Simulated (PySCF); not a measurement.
**C₄H₁₃N₃OSi (SMILES CN(C)C(=O)C[SiH](N)N): density, localisation and related maps**

```yaml
atoms:
  - { symbol: C, position_ang: [2.6439, -0.0466, -0.3205] }
  - { symbol: N, position_ang: [1.6009, 0.6139, 0.4208] }
  - { symbol: C, position_ang: [2.0661, 1.5386, 1.4293] }
  - { symbol: C, position_ang: [0.2744, 0.3710, 0.2965] }
  - { symbol: O, position_ang: [-0.5403, 0.9694, 0.9873] }
  - { symbol: C, position_ang: [-0.1806, -0.6368, -0.7107] }
  - { symbol: Si, position_ang: [-2.0662, -0.7925, -0.5023] }
  - { symbol: N, position_ang: [-2.5409, -2.1006, -1.5337] }
  - { symbol: N, position_ang: [-2.7240, 0.7205, -1.0238] }
  - { symbol: H, position_ang: [3.3696, 0.6961, -0.6614] }
  - { symbol: H, position_ang: [2.2417, -0.5609, -1.1872] }
  - { symbol: H, position_ang: [3.1681, -0.7728, 0.3101] }
  - { symbol: H, position_ang: [2.6359, 2.3487, 0.9677] }
  - { symbol: H, position_ang: [2.7023, 1.0247, 2.1544] }
  - { symbol: H, position_ang: [1.1958, 1.9492, 1.9368] }
  - { symbol: H, position_ang: [0.3117, -1.5921, -0.5412] }
  - { symbol: H, position_ang: [0.0838, -0.2994, -1.7124] }
  - { symbol: H, position_ang: [-2.4080, -1.2804, 0.8353] }
  - { symbol: H, position_ang: [-3.5091, -2.3716, -1.5040] }
  - { symbol: H, position_ang: [-2.2369, -2.0825, -2.4938] }
  - { symbol: H, position_ang: [-3.7255, 0.7942, -1.1179] }
  - { symbol: H, position_ang: [-2.3731, 1.5296, -0.5336] }
```

Geometry: GFN2-xTB.

The calculation used PySCF, PBE0/pcSseg-1, SCF density, gas phase, non-relativistic.

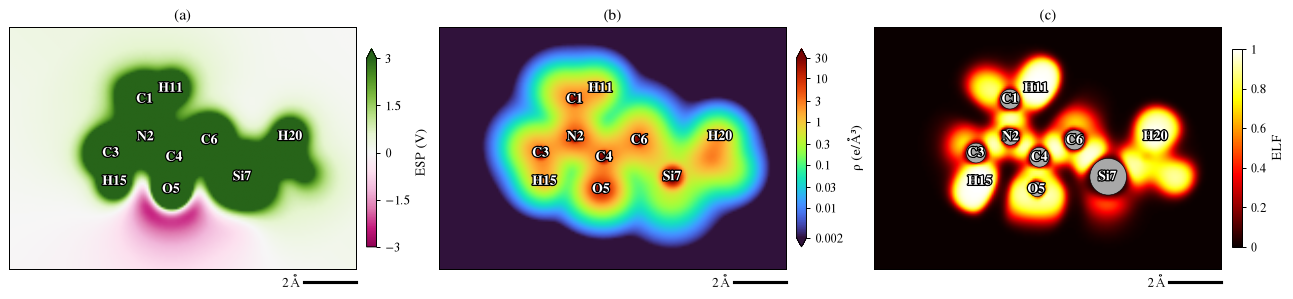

Figure 1. (a) electrostatic potential; (b) total electron density; (c) ELF on the plane of atoms C3, N2 and C4. Grey discs cover the atomic cores in the ELF map.

**What do the fields say about this system?**

The section cuts through C, N, O, Si and H sites. C–O (1.22 Å): the density is about 3.2 e/Å³ at the midpoint; the ELF peaks at about 0.85 between the atoms: a short, multiple covalent bond. C–N (1.35 Å): ρ is about 2.3 e/Å³ halfway; the ELF peaks at about 0.90 between the atoms: a covalent bond. C–C (1.50 Å): ρ at the midpoint is about 1.8 e/Å³; the ELF peaks at about 0.95 between the atoms; localised, covalent bonding. C–Si (1.90 Å): ρ is about 0.93 e/Å³ halfway; the ELF peaks at about 1 between the atoms (localised, covalent bonding). C–N (1.44 Å): ρ is about 1.9 e/Å³ halfway; the ELF peaks at about 0.95 between the atoms, as expected for localised, covalent bonding. The ELF also peaks beside O5, away from the bonds: lone-pair regions. Outside the dense part of the molecule the potential is most negative (−2.3 V) near O5.

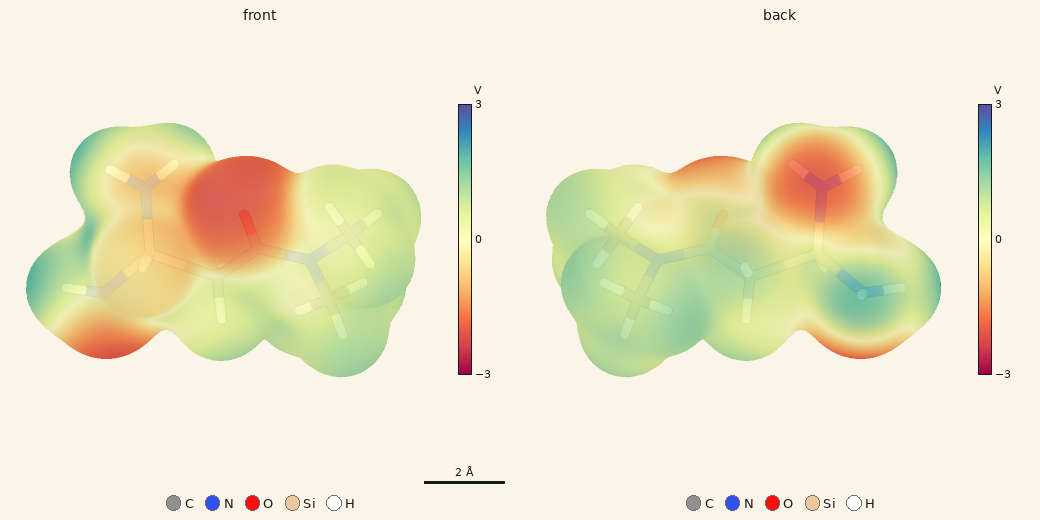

Figure 2. The molecular electrostatic potential painted on the density surface at 0.004 e/bohr³, seen from the front and from behind; red is negative and blue positive.

**Where is the surface potential most negative and most positive?**

The most negative region (about −2.1 V, or −48 kcal/mol for a unit charge) lies over O5 and N8, the most positive (about +1.8 V, or +42 kcal/mol for a unit charge) over H19, H20 and H21.

**How polar is the molecule by this calculation?**

Its dipole moment is 2.75 D.
